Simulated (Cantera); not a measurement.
A closed system holds: 1 mol V2O3, 3.4 mol H2, 1.9 mol H2O, at 133 Pa.

Method: chemical equilibrium by Gibbs-energy minimisation in Cantera with the NASA 1993 tables (ideal gas, pure condensed phases). Candidate condensed phases: H2O, V, VO, V2O3, V2O4, V2O5; 12 gas species. Condensed phases not in the tables: the oxides between V2O3 and V2O5 other than VO2. Rates play no part.

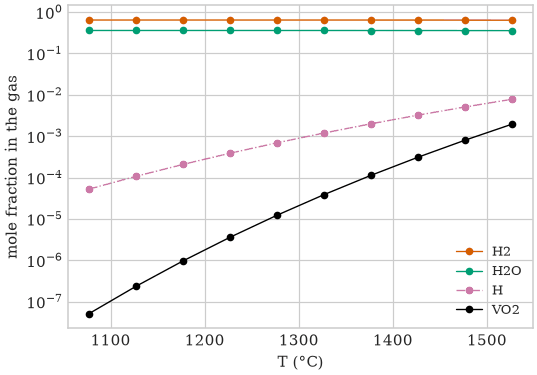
*Equilibrium gas composition (values under 1e-9 drawn at 1e-9)*

Question: Read off the mole fractions at 1377 °C.

Answer: H2 about 0.64, H2O about 0.36, H about 0.0020, VO2 about 0.00011.
